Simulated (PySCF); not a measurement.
C$_{5}$H$_{9}$AlO$_{2}$

```yaml
atoms:
  - { symbol: C, position_ang: [3.0422, 0.3167, -1.0492] }
  - { symbol: O, position_ang: [1.7915, -0.1496, -0.6418] }
  - { symbol: Al, position_ang: [0.3547, -0.8202, -0.1978] }
  - { symbol: C, position_ang: [-0.7417, -0.0294, 1.4000] }
  - { symbol: C, position_ang: [-1.9359, -0.8338, 1.0557] }
  - { symbol: C, position_ang: [-2.2412, -0.5549, -0.2119] }
  - { symbol: O, position_ang: [-1.3888, 0.4364, -0.7241] }
  - { symbol: C, position_ang: [-0.9720, 1.1435, 0.4511] }
  - { symbol: H, position_ang: [3.8165, -0.3990, -0.7621] }
  - { symbol: H, position_ang: [3.0603, 0.4387, -2.1344] }
  - { symbol: H, position_ang: [3.2584, 1.2790, -0.5788] }
  - { symbol: H, position_ang: [-0.1633, -2.1037, -0.8353] }
  - { symbol: H, position_ang: [-0.6190, 0.2323, 2.4460] }
  - { symbol: H, position_ang: [-2.4191, -1.5556, 1.6860] }
  - { symbol: H, position_ang: [-2.9845, -0.9379, -0.8848] }
  - { symbol: H, position_ang: [-1.7850, 1.8198, 0.7624] }
  - { symbol: H, position_ang: [-0.0801, 1.7298, 0.2091] }
```

Geometry: GFN2-xTB.

These are results of CAM-B3LYP/def2-SVPD, SCF density, gas phase in PySCF, not measurements.

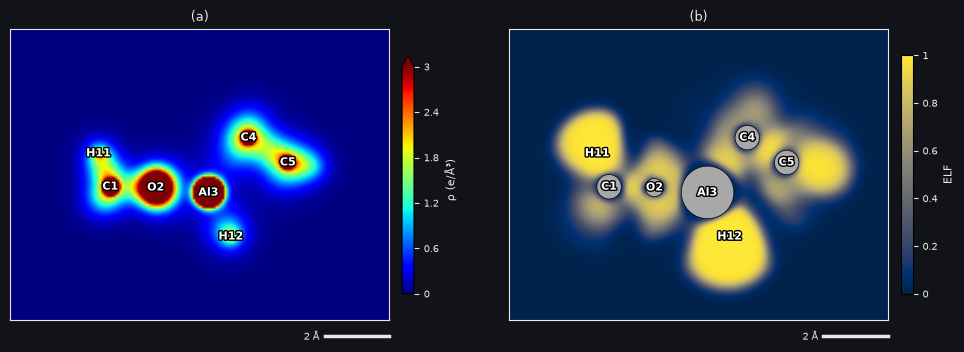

Figure 1. (a) total electron density; (b) ELF on the plane of atoms O2, Al3 and H12. Grey discs cover the atomic cores in the ELF map.

Question: What do the fields say about this system?

Answer: The plane passes through C, O, Al and H nuclei.
C–O (1.40 Å): the density is about 2.1 e/Å³ at the midpoint, with its minimum of 1.7 e/Å³ about 0.5 Å from C; the ELF peaks at about 0.90 between the atoms; a polar covalent bond.
Al–O (1.65 Å): ρ is about 0.86 e/Å³ halfway; the ELF peaks at about 0.80 in the valence shell of O, 0.6 Å from its nucleus, and is about 0.25 at the midpoint.
C–Al (2.09 Å): the density is about 0.56 e/Å³ at the midpoint; the ELF peaks at about 0.95 between the atoms, as expected for a shared but strongly polarised pair.
C–H (1.09 Å): ρ is about 2 e/Å³ halfway; the ELF climbs to about 1 towards the hydrogen, as it does in any bond to H: a covalent bond by its length.
C–C (1.48 Å): the density is about 1.8 e/Å³ at the midpoint; the ELF peaks at about 0.95 between the atoms: a covalent bond.
The ELF also peaks beside O2, away from the bonds: lone-pair regions.

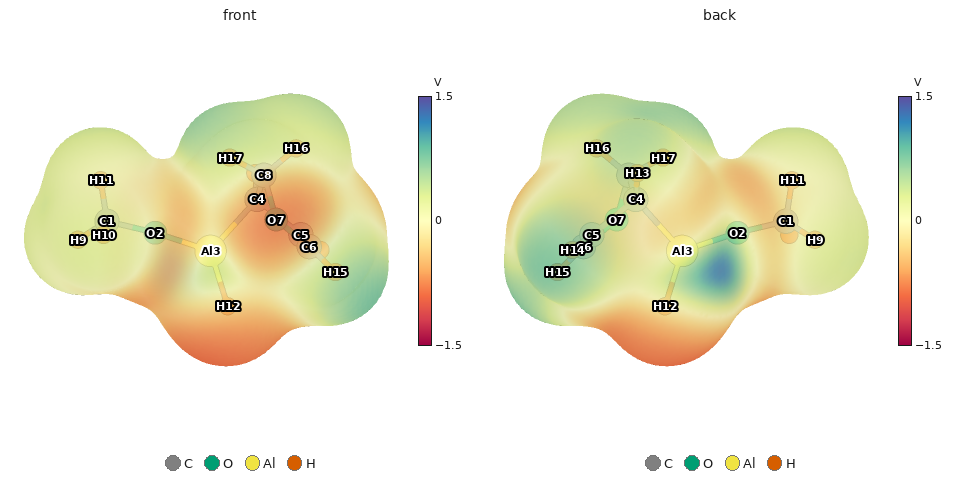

Figure 2. The electrostatic potential painted on the density surface at 0.001 e/bohr³, seen from the front and from behind; red is negative and blue positive.

Question: Describe the electrostatic potential map.

Answer: The most negative region (about −0.9 V) lies over O7 and H12, the most positive (about +1.0 V) over Al3.
